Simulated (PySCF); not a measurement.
# C$_{6}$H$_{5}$OS$_{2}$ (SMILES CC(=S)C1=[C]C(=O)CS1) (doublet): what the fields show

```json
{"atom": "C", "x (Å)": "-2.4146", "y (Å)": "0.8641", "z (Å)": "-0.1211"}
{"atom": "C", "x (Å)": "-1.6058", "y (Å)": "-0.3753", "z (Å)": "-0.0781"}
{"atom": "S", "x (Å)": "-2.2508", "y (Å)": "-1.8860", "z (Å)": "-0.1052"}
{"atom": "C", "x (Å)": "-0.1826", "y (Å)": "-0.3117", "z (Å)": "-0.0096"}
{"atom": "C", "x (Å)": "0.6064", "y (Å)": "-1.3926", "z (Å)": "0.0318"}
{"atom": "C", "x (Å)": "2.0193", "y (Å)": "-1.2088", "z (Å)": "0.0993"}
{"atom": "O", "x (Å)": "2.9287", "y (Å)": "-1.9949", "z (Å)": "0.1446"}
{"atom": "C", "x (Å)": "2.2815", "y (Å)": "0.3238", "z (Å)": "0.1085"}
{"atom": "S", "x (Å)": "0.7203", "y (Å)": "1.2309", "z (Å)": "0.0296"}
{"atom": "H", "x (Å)": "-3.4756", "y (Å)": "0.6358", "z (Å)": "-0.1708"}
{"atom": "H", "x (Å)": "-2.1250", "y (Å)": "1.4620", "z (Å)": "-0.9869"}
{"atom": "H", "x (Å)": "-2.2085", "y (Å)": "1.4687", "z (Å)": "0.7637"}
{"atom": "H", "x (Å)": "2.8966", "y (Å)": "0.5899", "z (Å)": "-0.7509"}
{"atom": "H", "x (Å)": "2.8094", "y (Å)": "0.5938", "z (Å)": "1.0229"}
```

Geometry: GFN2-xTB.

Computed with UKS B3LYP, pcH-1 on C H O S, non-relativistic, mean-field spin-orbit, GIAO (PySCF 2.14.0, density-fitted response routines).

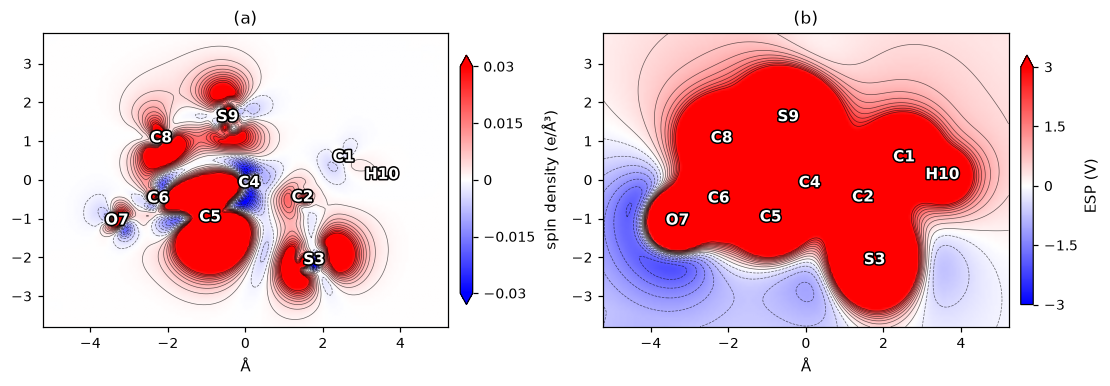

Figure 1. (a) spin density (α minus β); (b) electrostatic potential on the plane of atoms C2, C1 and H10.

**Interpret the plot.**

- The plane passes through C, S, O and H nuclei.
- The unpaired spin (1 electron) lies mostly on C5 (about 0.8), in electrons by Hirshfeld's partition.
- Outside the dense part of the molecule the potential is most negative (−2.1 V) near O7.

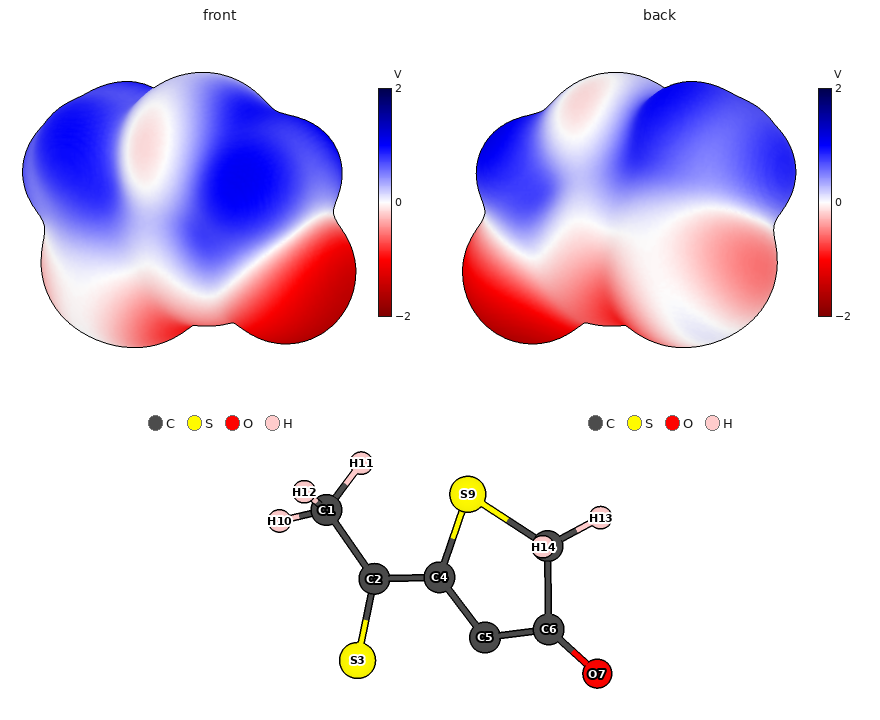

Figure 2. The molecular electrostatic potential painted on the density surface at 0.001 e/bohr³, seen from the front and from behind; red is negative and blue positive. The bare structure is drawn below in the same view.

**Describe the electrostatic potential map.**

The most negative region (about −1.5 V, or −35 kcal/mol for a unit charge) lies over O7, the most positive (about +1.1 V, or +25 kcal/mol for a unit charge) over H13 and H14. O7 is the likeliest acceptor of a hydrogen bond.
